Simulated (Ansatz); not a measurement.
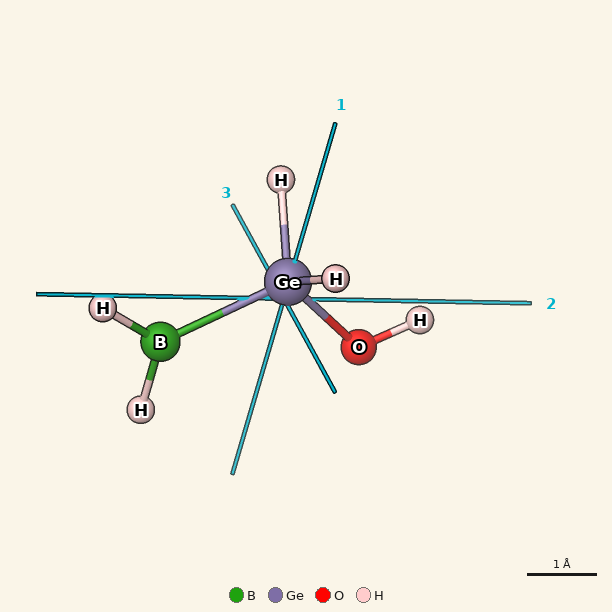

The three principal axes of inertia are drawn and numbered. Atoms fade into the background with distance from the viewer. Computed geometry: PBE-D4/def2-SVP optimisation. No frequency run is at hand to confirm it as a minimum. Masses are those of the most abundant isotopes; constants are for the rigid equilibrium geometry.

**Which line is the a axis (least moment of inertia), which b and which c?**

a is line 2, b is line 1, c is line 3; the moments are 35.3, 84.2, 113 u Å².

**Classify the rotor and give the rotational constants (MHz).**

An asymmetric top (Cs): A = 14314, B = 6004, C = 4467 MHz. Ray's parameter κ is −0.69, nearer the prolate limit.
